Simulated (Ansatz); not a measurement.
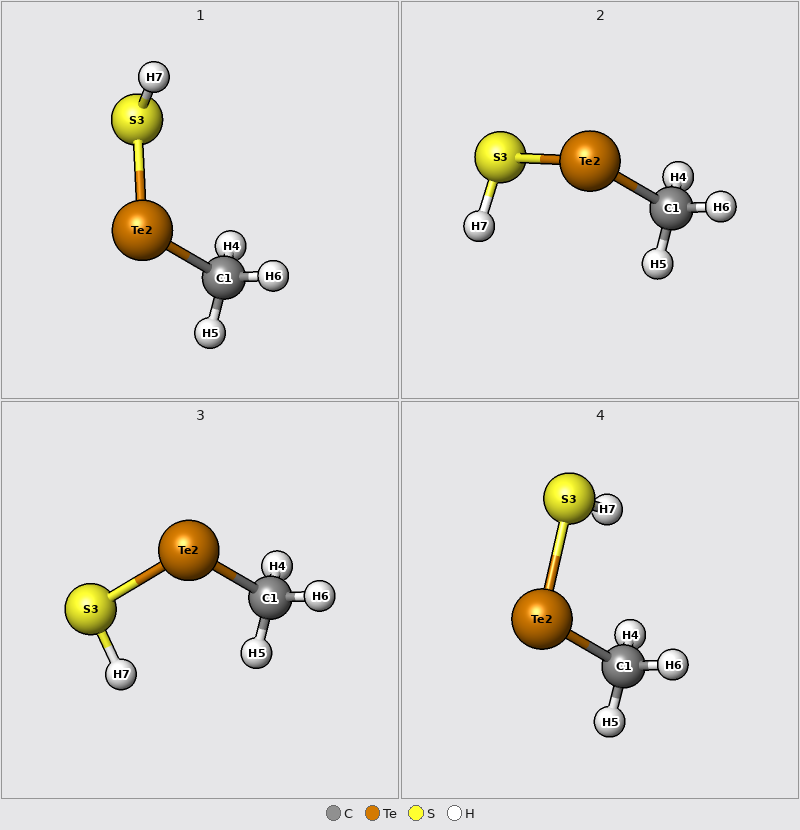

CH4STe, SMILES C[Te]S. First axis: dihedral C1–Te2–S3–H7. Second axis: dihedral H4–C1–Te2–S3. Nothing is relaxed (all other coordinates rigid). The scan uses an 18 × 17 grid. Energies are in kJ/mol, from the lowest grid point. All numbers below come from RKS SPW92 (LDA)/def2-TZVP in Ansatz 0.2.0.

The numbered pictures are structures from this grid.

Q: Which is the most stable, and how do the others follow?

A: 2, at dihedral C1–Te2–S3–H7 = 80°, dihedral H4–C1–Te2–S3 = 53.0°: 0.0 kJ/mol; 1, at dihedral C1–Te2–S3–H7 = −120°, dihedral H4–C1–Te2–S3 = −14.5°: 10.3 kJ/mol; 3, at dihedral C1–Te2–S3–H7 = 40°, dihedral H4–C1–Te2–S3 = 86.8°: 20.2 kJ/mol; 4, at dihedral C1–Te2–S3–H7 = 20°, dihedral H4–C1–Te2–S3 = −37.0°: 31.6 kJ/mol.

The map, with the structures marked:

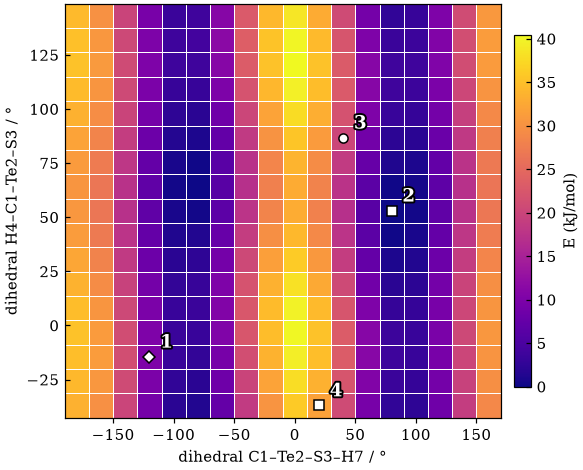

In the figure: one coloured cell a grid point.
